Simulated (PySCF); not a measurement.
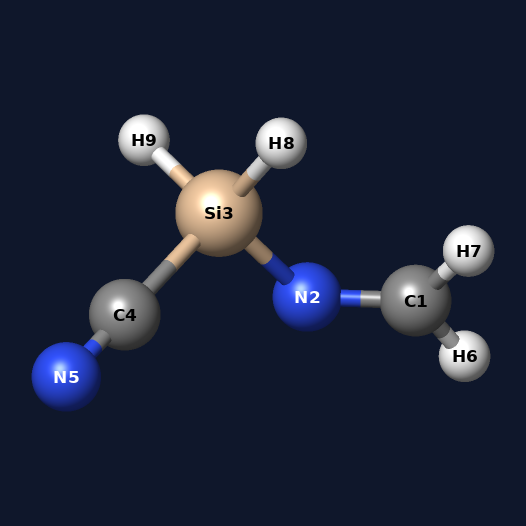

Every bond is drawn as one stick. Computed geometry: PBE0-D3(BJ)/def2-SVP optimisation. No frequency run is at hand to confirm it as a minimum. Method: PBE0/6-31G (PySCF 2.14.0).

### Which bond has the highest Mayer bond order?

C4–N5, 2.78, at a length of 1.159 Å.

List the Mayer bond orders of C1–N2, C1–H6, C1–H7, N2–Si3, Si3–C4, Si3–H8, Si3–H9, C4–N5.

```
  bond  Mayer order  length (Å)
 C1–N2         1.89       1.263
 C1–H6         0.90       1.105
 C1–H7         0.89       1.112
N2–Si3         0.86       1.745
Si3–C4         0.76       1.858
Si3–H8         0.87       1.495
Si3–H9         0.91       1.484
 C4–N5         2.78       1.159
```
